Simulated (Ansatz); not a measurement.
The starting structures come from a database of crystals and need not be the phases stable at ambient conditions.

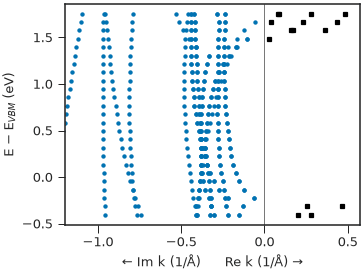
Complex bands at the centre of the two-dimensional zone; PBEsol (Ansatz, an electronic-structure program)

The gap is the functional's own, uncorrected, and κ follows it; spin-orbit coupling is left out. Mid-gap values are interpolated between the computed energies.

This is SbIrS (P2_13, not sure to be the ambient phase, 12 atoms a cell, 18.7 Å³ an atom, -3 GPa at this level) along the normal of (001). Read off the slowest decay at the centre of the two-dimensional zone at 0.77 eV, the computed energy nearest the middle of the gap.

κ ≈ 0.23 1/Å, a decay length 1/(2κ) of the density of 2.1 Å.
